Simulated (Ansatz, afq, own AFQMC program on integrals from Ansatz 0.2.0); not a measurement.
**CH₂B (doublet): AFQMC on the coupled-cluster ladder, cc-pVDZ**

Aim: compute CH₂B (doublet) with auxiliary-field quantum Monte Carlo on the same integrals as coupled cluster, and set the energies side by side.

The runs use Ansatz 0.2.0, Gaussian basis, and an in-house AFQMC program (afq) on its integrals; all values are calculated; cc-pVDZ, frozen cores.

Plan: PBE (unrestricted); r2SCAN (unrestricted); PBE0 (unrestricted); B3LYP (unrestricted); wB97M-V (unrestricted); B2PLYP (unrestricted); CCSD(T) on UHF; CCSDT(Q) on UHF; Phaseless AFQMC, CISD trial on UHF.

## (1) The system

The geometry is a PBE0/def2-TZVP stationary point (not a proven minimum) of the parent state, kept for this charge and spin.

4 atoms, charge 0, spin multiplicity 2.

Atoms are counted from 1 here; the program's logs count them from 0.

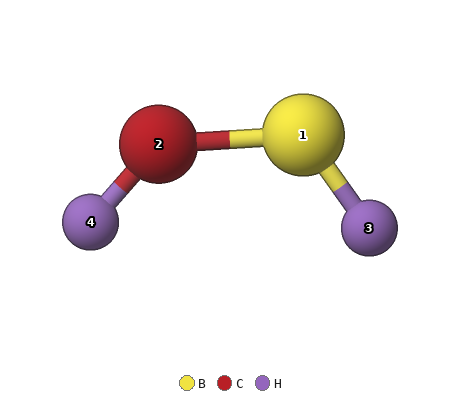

The geometry (boron yellow, carbon red, hydrogen purple); atoms are numbered from 1 in the order of the file.

Geometry (Å):

```xyz
4
charge 0, multiplicity 2
B     0.0000   -0.1048    0.8024
C     0.0000   -0.0446   -0.7232
H     0.0000    0.8949    1.4725
H     0.0000    0.7607   -1.4612
```

## (2) PBE (unrestricted)

in.yaml reads:

```yaml
crystal:
  periodic: [false, false, false]
  atoms:
    - {symbol: B, position_ang: [0.000000, -0.104832, 0.802428]}
    - {symbol: C, position_ang: [0.000000, -0.044574, -0.723222]}
    - {symbol: H, position_ang: [0.000000, 0.894880, 1.472485]}
    - {symbol: H, position_ang: [0.000000, 0.760676, -1.461216]}
basis:
  gaussian: {orbitals: cc-pVDZ}
magnetization: {spin_polarized: true, initial_magnetization: 1}
hamiltonian: {xc: {name: PBE}}
output: {orbitals: {seedname: orbitals}}
```

The run is started by

```console
> ansatz run in.yaml --threads 1 --pin off --events-out ev --progress --plain --max-ram 1382MiB
```

The program printed:

```text
Functional definition: PBE
  name "PBE"
  cite "Perdew, Burke & Ernzerhof, Phys. Rev. Lett. 77, 3865 (1996) doi:10.1103/PhysRevLett.77.3865"
  parent pbe
  parameter kappa = 0.804
  parameter beta = 0.06672455060314922
  exchange = pbe_x(kappa = kappa, mu = beta*pi^2/3)
  correlation = pbe_c(beta = beta)
450 factors; their error is unknown
mean field evaluation 1: about -1732.8664 eV, gradient 2.8e1 eV
mean field evaluation 2: about -1705.6422 eV, gradient 5.7e1 eV
mean field evaluation 4: about -1737.4097 eV, gradient 4.1e0 eV
mean field evaluation 8: about -1737.5349 eV, gradient 4.6e-2 eV
mean field evaluation 16: about -1737.5157 eV, gradient 1.7e-4 eV
mean field evaluation 32: about -1737.4445 eV, gradient 3.9e0 eV
mean field evaluation 64: about -1735.8767 eV, gradient 6.3e0 eV
mean field evaluation 96: about -1737.5411 eV, gradient 5.3e-1 eV
mean field -1737.56489060 eV, -63.8543319658 hartree, gradient 1.1e-6 eV, S^2 1.084758; 9 other end points of the search recorded, 0 dependent functions left out
reference -1737.56491629 eV, -63.8543329099 hartree; 7, 6 occupied and 31, 32 virtual orbitals, 450 factors
Total energy: -1737.56491629 eV, -63.8543329099 hartree
```

Run time: 16 s. Hardware: 1 thread of AMD EPYC (Zen 3), shared host.

From the report: ⟨S²⟩ of the determinant 1.085 (pure doublet: 0.75).

## (3) r2SCAN (unrestricted)

in.yaml, as its differences from that of step 2:

```diff
@@ -10,3 +10,2 @@
 magnetization: {spin_polarized: true, initial_magnetization: 1}
-hamiltonian: {xc: {name: PBE}}
-output: {orbitals: {seedname: orbitals}}
+hamiltonian: {xc: {name: r2SCAN}}
```

Same command.

The program printed, shortened:

```text
Functional definition: r2SCAN
  name "r2SCAN"
  cite "Furness, Kaplan, Ning, Perdew & Sun, J. Phys. Chem. Lett. 11, 8208 (2020) doi:10.1021/acs.jpclett.0c02405"
  cite "Furness, Kaplan, Ning, Perdew & Sun, J. Phys. Chem. Lett. 11, 9248 (2020) doi:10.1021/acs.jpclett.0c03077"
  parent r2scan
[...]
450 factors; their error is unknown
[...]
mean field -1739.24399487 eV, -63.9160379097 hartree, gradient 1.3e-5 eV, S^2 1.358054; 10 other end points of the search recorded, 0 dependent functions left out
reference -1739.24400324 eV, -63.9160382172 hartree; 7, 6 occupied and 31, 32 virtual orbitals, 450 factors
Total energy: -1739.24400324 eV, -63.9160382172 hartree
```

Wall time 31 s (1 thread of AMD EPYC (Zen 3), shared host).

From the report: ⟨S²⟩ of the determinant 1.358 (pure doublet: 0.75). The determinant is far from a pure spin state, so its energy mixes those of several spin states (harmless only where they are near-degenerate, as at dissociation).

## (4) PBE0 (unrestricted)

in.yaml, as its differences from that of step 3:

```diff
@@ -10,2 +10,3 @@
 magnetization: {spin_polarized: true, initial_magnetization: 1}
-hamiltonian: {xc: {name: r2SCAN}}
+hamiltonian: {xc: {name: PBE0}}
+output: {orbitals: {seedname: orbitals}}
```

The command is unchanged.

The program printed, shortened:

```text
Functional definition: PBE0
  name "PBE0"
  cite "Adamo & Barone, J. Chem. Phys. 110, 6158 (1999) doi:10.1063/1.478522"
  cite "Perdew, Burke & Ernzerhof, Phys. Rev. Lett. 77, 3865 (1996) doi:10.1103/PhysRevLett.77.3865"
  parent pbe
[...]
352 factors; integrals over basis functions are off by at most 1.0e-3 eV
[...]
mean field -1737.87908323 eV, -63.8658783321 hartree, gradient 8.8e-6 eV, S^2 1.335385; 5 other end points of the search recorded, 0 dependent functions left out
reference -1737.87910274 eV, -63.8658790489 hartree; 7, 6 occupied and 31, 32 virtual orbitals, 352 factors
Total energy: -1737.87910274 eV, -63.8658790489 hartree
```

It took 13 s on 1 thread of AMD EPYC (Zen 3), shared host.

From the report: ⟨S²⟩ of the determinant 1.335 (pure doublet: 0.75). The determinant is far from a pure spin state, so its energy mixes those of several spin states (harmless only where they are near-degenerate, as at dissociation).

## (5) B3LYP (unrestricted)

in.yaml, as its differences from that of step 4:

```diff
@@ -10,3 +10,2 @@
 magnetization: {spin_polarized: true, initial_magnetization: 1}
-hamiltonian: {xc: {name: PBE0}}
-output: {orbitals: {seedname: orbitals}}
+hamiltonian: {xc: {name: B3LYP}}
```

Launched as before.

The program printed, shortened:

```text
Functional definition: B3LYP
  name "B3LYP"
  cite "Stephens, Devlin, Chabalowski & Frisch, J. Phys. Chem. 98, 11623 (1994) doi:10.1021/j100096a001"
  cite "Becke, Phys. Rev. A 38, 3098 (1988) doi:10.1103/PhysRevA.38.3098"
  cite "Lee, Yang & Parr, Phys. Rev. B 37, 785 (1988) doi:10.1103/PhysRevB.37.785"
  cite "Vosko, Wilk & Nusair, Can. J. Phys. 58, 1200 (1980) doi:10.1139/p80-159"
[...]
352 factors; integrals over basis functions are off by at most 1.0e-3 eV
[...]
mean field -1740.43123879 eV, -63.9596683187 hartree, gradient 4.1e-6 eV, S^2 1.222973; 6 other end points of the search recorded, 0 dependent functions left out
reference -1740.43141489 eV, -63.9596747904 hartree; 7, 6 occupied and 31, 32 virtual orbitals, 352 factors
Total energy: -1740.43141489 eV, -63.9596747904 hartree
```

Wall time 13 s (1 thread of AMD EPYC (Zen 3), shared host).

From the report: ⟨S²⟩ of the determinant 1.223 (pure doublet: 0.75).

## (6) wB97M-V (unrestricted)

in.yaml, as its differences from that of step 5:

```diff
@@ -10,2 +10,3 @@
 magnetization: {spin_polarized: true, initial_magnetization: 1}
-hamiltonian: {xc: {name: B3LYP}}
+hamiltonian: {xc: {name: wB97M-V}}
+output: {orbitals: {seedname: orbitals}}
```

Launched as before.

The program printed, shortened:

```text
Functional definition: wB97M-V
  name "wB97M-V"
  cite "Mardirossian & Head-Gordon, J. Chem. Phys. 144, 214110 (2016) doi:10.1063/1.4952647"
  cite "Becke, J. Chem. Phys. 107, 8554 (1997) doi:10.1063/1.475007"
  cite "Vydrov & Van Voorhis, J. Chem. Phys. 133, 244103 (2010) doi:10.1063/1.3521275"
  # Of w^i u^j: cxij and so on, Table III.
[...]
  gx(w, u) = 1 - cx + cx01*u + cx10*w
  gss(w, u) = css00 + css04*u^4 + css10*w + css20*w^2 + css43*w^4*u^3
  gos(w, u) = cos00 + cos10*w + (cos20 + cos21*u)*w^2 + (cos60 + cos61*u)*w^6
[...]
      + integral(e_c_pw_mod_opposite_spin*gos(b97_w_opposite, b97_u_opposite)) + vv10(b, c)
352 factors; integrals over basis functions are off by at most 1.0e-3 eV
125 factors; integrals over basis functions are off by at most 6.1e-6 eV
[...]
mean field -1739.11332988 eV, -63.9112360596 hartree, gradient 1.9e-6 eV, S^2 1.190079; 4 other end points of the search recorded, 0 dependent functions left out
reference -1739.11335946 eV, -63.9112371469 hartree; 7, 6 occupied and 31, 32 virtual orbitals, 352 factors
Total energy: -1739.11335946 eV, -63.9112371469 hartree
```

Wall time 28 s (1 thread of AMD EPYC (Zen 3), shared host).

From the report: ⟨S²⟩ of the determinant 1.190 (pure doublet: 0.75).

## (7) B2PLYP (unrestricted)

in.yaml, as its differences from that of step 6:

```diff
@@ -10,3 +10,3 @@
 magnetization: {spin_polarized: true, initial_magnetization: 1}
-hamiltonian: {xc: {name: wB97M-V}}
-output: {orbitals: {seedname: orbitals}}
+hamiltonian: {xc: {name: B2PLYP}}
+correlation: {electrons: outside_noble_gas}
```

Same command.

The program printed, shortened:

```text
Functional definition: B2PLYP
  name "B2PLYP"
  cite "Grimme, J. Chem. Phys. 124, 034108 (2006) doi:10.1063/1.2148954"
  cite "Becke, Phys. Rev. A 38, 3098 (1988) doi:10.1103/PhysRevA.38.3098"
  cite "Lee, Yang & Parr, Phys. Rev. B 37, 785 (1988) doi:10.1103/PhysRevB.37.785"
[...]
352 factors; integrals over basis functions are off by at most 1.0e-3 eV
[...]
mean field -1736.63684764 eV, -63.8202270161 hartree, gradient 1.2e-6 eV, S^2 1.488170; 9 other end points of the search recorded, 0 dependent functions left out
2 core orbitals not correlated: weight in the atoms' cores, before any rotation towards them, 1.000 or more for the frozen orbitals, at most 0.000 for the correlated occupied ones
reference -1736.63696043 eV, -63.8202311608 hartree; 5, 4 occupied and 31, 32 virtual orbitals, 352 factors
second order -5.29346971 eV of doubles, -0.00000000 eV of singles
Total energy: -1738.06619725 eV, -63.8727546452 hartree
```

Run time: 18 s. Hardware: 1 thread of AMD EPYC (Zen 3), shared host.

From the report: ⟨S²⟩ of the determinant 1.488 (pure doublet: 0.75). The determinant is far from a pure spin state, so its energy mixes those of several spin states (harmless only where they are near-degenerate, as at dissociation).

## (8) CCSD(T) on UHF

in.yaml, as its differences from that of step 7:

```diff
@@ -10,3 +10,2 @@
 magnetization: {spin_polarized: true, initial_magnetization: 1}
-hamiltonian: {xc: {name: B2PLYP}}
-correlation: {electrons: outside_noble_gas}
+correlation: {method: ccsd_t, electrons: outside_noble_gas, hamiltonian_folder: ham}
```

Same command.

The program printed, shortened:

```text
Functional definition: HF
  name "HF"
  cite "Fock, Z. Phys. 61, 126 (1930) doi:10.1007/BF01340294"
  parent pbe
[...]
352 factors; integrals over basis functions are off by at most 1.0e-3 eV
[...]
mean field -1729.70252939 eV, -63.5653955207 hartree, gradient 1.7e-6 eV, S^2 1.647188; 17 other end points of the search recorded, 0 dependent functions left out
determinant -1729.70252939 eV, -63.5653955207 hartree, with singles and doubles -1734.65346637 eV, -63.7473390987 hartree
determinant -1729.15402922 eV, -63.5452385111 hartree, with singles and doubles -1734.44438061 eV, -63.7396553387 hartree
determinant -1728.72720411 eV, -63.5295529778 hartree, with singles and doubles -1734.50420306 eV, -63.7418537732 hartree
determinant -1728.61925618 eV, -63.5255859646 hartree, with singles and doubles -1733.53321112 eV, -63.7061704776 hartree
determinant -1726.77205541 eV, -63.4577025881 hartree, with singles and doubles -1732.03403820 eV, -63.6510768891 hartree
determinant -1729.70252939 eV, -63.5653955207 hartree, with singles and doubles -1734.70608952 eV, -63.7492729639 hartree
determinant -1729.15402922 eV, -63.5452385111 hartree, with singles and doubles -1734.54305688 eV, -63.7432816247 hartree
determinant -1728.72720411 eV, -63.5295529778 hartree, with singles and doubles -1734.53287242 eV, -63.7429073527 hartree
determinant -1728.14484366 eV, -63.5081516260 hartree, with singles and doubles -1734.60070502 eV, -63.7454001550 hartree
2 core orbitals not correlated: weight in the atoms' cores, before any rotation towards them, 1.000 or more for the frozen orbitals, at most 0.000 for the correlated occupied ones
reference -1729.70252939 eV, -63.5653955207 hartree; 5, 4 occupied and 31, 32 virtual orbitals, 352 factors
second order -3.94710174 eV of doubles, -0.00000000 eV of singles
cycle   1  -5.00355932 eV  change    8.1e-7 eV  update   2.1e-6
perturbative correction -0.19130909 eV, -0.0070304793 hartree
Total energy: -1734.89739780 eV, -63.7563034133 hartree
```

Wall time 38 s (1 thread of AMD EPYC (Zen 3), shared host).

From the report: ⟨S²⟩ of the determinant 1.647 (pure doublet: 0.75); correlation -5.1949 eV; T1 0.067; largest double amplitude 0.15. The determinant is far from a pure spin state, so its energy mixes those of several spin states (harmless only where they are near-degenerate, as at dissociation).

This run also writes the integrals to the folder ham.

## (9) CCSDT(Q) on UHF

in.yaml, as its differences from that of step 8:

```diff
@@ -10,2 +10,2 @@
 magnetization: {spin_polarized: true, initial_magnetization: 1}
-correlation: {method: ccsd_t, electrons: outside_noble_gas, hamiltonian_folder: ham}
+correlation: {method: ccsdt_q, electrons: outside_noble_gas}
```

Same command.

The program printed, shortened:

```text
Functional definition: HF
  name "HF"
  cite "Fock, Z. Phys. 61, 126 (1930) doi:10.1007/BF01340294"
  parent pbe
[...]
697 factors; integrals over basis functions are off by at most 2.3e-7 eV
[...]
mean field -1729.70254054 eV, -63.5653959304 hartree, gradient 1.7e-6 eV, S^2 1.647187; 17 other end points of the search recorded, 0 dependent functions left out
determinant -1729.70254054 eV, -63.5653959304 hartree, with singles and doubles -1734.65346747 eV, -63.7473391392 hartree
determinant -1729.15404295 eV, -63.5452390156 hartree, with singles and doubles -1734.44438628 eV, -63.7396555473 hartree
determinant -1728.72721726 eV, -63.5295534610 hartree, with singles and doubles -1734.50420880 eV, -63.7418539840 hartree
determinant -1728.61926795 eV, -63.5255863970 hartree, with singles and doubles -1733.53321398 eV, -63.7061705829 hartree
[...]
determinant -1729.70254054 eV, -63.5653959304 hartree, with singles and doubles -1734.70609078 eV, -63.7492730101 hartree
determinant -1729.15404295 eV, -63.5452390156 hartree, with singles and doubles -1734.54306080 eV, -63.7432817690 hartree
determinant -1728.72721726 eV, -63.5295534610 hartree, with singles and doubles -1734.53287829 eV, -63.7429075686 hartree
determinant -1728.14485651 eV, -63.5081520980 hartree, with singles and doubles -1734.60070880 eV, -63.7454002936 hartree
2 core orbitals not correlated: weight in the atoms' cores, before any rotation towards them, 1.000 or more for the frozen orbitals, at most 0.000 for the correlated occupied ones
reference -1729.70254054 eV, -63.5653959304 hartree; 5, 4 occupied and 31, 32 virtual orbitals, 697 factors
second order -3.94710964 eV of doubles, -0.00000000 eV of singles
cycle   1  -4.55352923 eV  change   -6.1e-1 eV  update   7.3e-2
[...]
cycle  34  -5.33376480 eV  change    3.7e-7 eV  update   1.9e-7
perturbative correction -0.03562864 eV, -0.0013093282 hartree
Total energy: -1735.07193398 eV, -63.7627174998 hartree
```

Wall time 1.7 min (1 thread of AMD EPYC (Zen 3), shared host).

From the report: ⟨S²⟩ of the determinant 1.647 (pure doublet: 0.75); correlation -5.3694 eV; T1 0.108; largest double amplitude 0.35. The determinant is far from a pure spin state, so its energy mixes those of several spin states (harmless only where they are near-degenerate, as at dissociation).

## (10) Phaseless AFQMC, CISD trial on UHF

It reads the integrals that the CCSD(T) run on this determinant wrote.

The run is started by

```console
> afq ham --method phaseless --trial cisd --walkers 60 --populations 1 --least-time 40 --time-step 0.005 --steps-per-block 50 --equilibration-blocks 28 --max-blocks 300 --target-error 0.00036 --factor-cut 1e-05 --start spin_pure --seed 1083 --release-times 0.24,0.51,0.99,1.62,2.4 --release-step 0.03 --release-every 4 --taylor-order 6
```

The program printed:

```text
orbitals 36  electrons 5 4  factors 278 of 352
reference energy -63.56539552 Eh
CCSD correlation -0.18387729 Eh in 19 cycles, weight of the determinant in the CISD state 0.8056
energy of the start -63.714537 Eh
 block  time / (1/Eh)  mean weight  energy / Eh
     1     0.250  0.9983  -63.729432
     2     0.500  0.9997  -63.737978
     3     0.750  0.9990  -63.746543
     4     1.000  1.0002  -63.753495
     5     1.250  0.9988  -63.760320
     6     1.500  0.9994  -63.755408
     7     1.750  1.0005  -63.753247
     8     2.000  0.9994  -63.756875
     9     2.250  1.0019  -63.760893
    10     2.500  0.9988  -63.753795
    17     4.250  0.9994  -63.770544
    25     6.250  1.0009  -63.758337
    33     8.250  1.0018  -63.752775
    41    10.250  1.0012  -63.773202
    49    12.250  0.9992  -63.760360
    57    14.250  1.0022  -63.762682
    65    16.250  0.9981  -63.765227
    73    18.250  0.9988  -63.751221
    81    20.250  1.0000  -63.762882
    89    22.250  0.9971  -63.761231
    97    24.250  1.0007  -63.765038
   105    26.250  0.9969  -63.763903
   113    28.250  0.9986  -63.768412
   121    30.250  0.9997  -63.765297
   129    32.250  0.9968  -63.757632
   137    34.250  0.9979  -63.753152
   145    36.250  0.9992  -63.771205
   153    38.250  1.0003  -63.762725
   161    40.250  1.0002  -63.757695
   169    42.250  0.9993  -63.772339
   177    44.250  0.9986  -63.761362
   185    46.250  1.0000  -63.763215
   193    48.250  1.0011  -63.755888
   201    50.250  1.0011  -63.756620
   209    52.250  0.9997  -63.767125
   217    54.250  0.9984  -63.768089
   225    56.250  0.9993  -63.767643
   233    58.250  1.0003  -63.755754
   241    60.250  1.0007  -63.780255
   249    62.250  1.0004  -63.756204
   257    64.250  1.0009  -63.762848
   265    66.250  0.9986  -63.755934
   273    68.250  1.0030  -63.768005
   281    70.250  0.9989  -63.776515
   289    72.250  0.9990  -63.767472
   297    74.250  1.0015  -63.769555
   305    76.250  1.0004  -63.756998
   313    78.250  0.9988  -63.750405
   321    80.250  0.9997  -63.753436
blocks merged  error / Eh  count
     1  0.000357  300
     2  0.000442  150
     4  0.000529  75
     8  0.000578  37
    16  0.000686  18
    32  0.000516  9
released: time / (1/Eh)  energy / Eh  error  mean overlap
  0.24  -63.763786  0.000961  0.9913
  0.51  -63.764262  0.000769  0.9829
  0.99  -63.764067  0.000725  0.9801
  1.62  -63.764599  0.001025  0.9676
  2.40  -63.764550  0.001183  0.9516
energy -63.762762 +/- 0.000686 Eh
```

Wall time 15 min (1 thread of AMD EPYC (Zen 3), shared host).

Energy -1735.0731 ± 0.0187 eV. Caveats: constraint bias not in the error; error above the target.

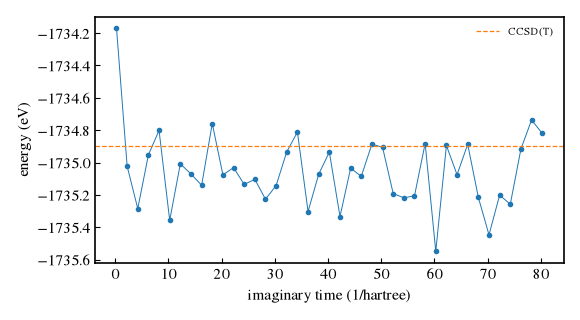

Block energies along the walk.

## (11) All levels side by side

On the UHF determinant, counted from CCSDT(Q) (a yardstick, not exact):

```csv
level,energy (eV),from CCSDT(Q) (kcal/mol),statistical error (kcal/mol),time
HF,-1729.7025,+123.82,,
MP2,-1733.6496,+32.80,,
CCSD,-1734.7061,+8.44,,
CCSD(T),-1734.8974,+4.02,,
CCSDT(Q),-1735.0719,0.00,,
"Phaseless AFQMC, CISD trial, step 0.005, 60 walkers",-1735.0731,-0.03,0.43,15 min
```

The functionals' totals stand on their own zeros and serve differences with other points: PBE -1737.565 eV; r2SCAN -1739.244 eV; PBE0 -1737.879 eV; B3LYP -1740.431 eV; wB97M-V -1739.113 eV; B2PLYP -1738.066 eV.

## (12) Outcome

| quantity | value |
| --- | --- |
| CCSD(T) on UHF from CCSDT(Q) | +4.02 kcal/mol |
| Phaseless AFQMC, CISD trial on UHF from CCSDT(Q) | -0.03 ± 0.43 kcal/mol |

In words: On UHF the phaseless walk with the CISD trial lies -0.03 kcal/mol from CCSDT(Q), within three error bars. Error bars are statistical and leave out the constraint, the time step and what remains of the start.
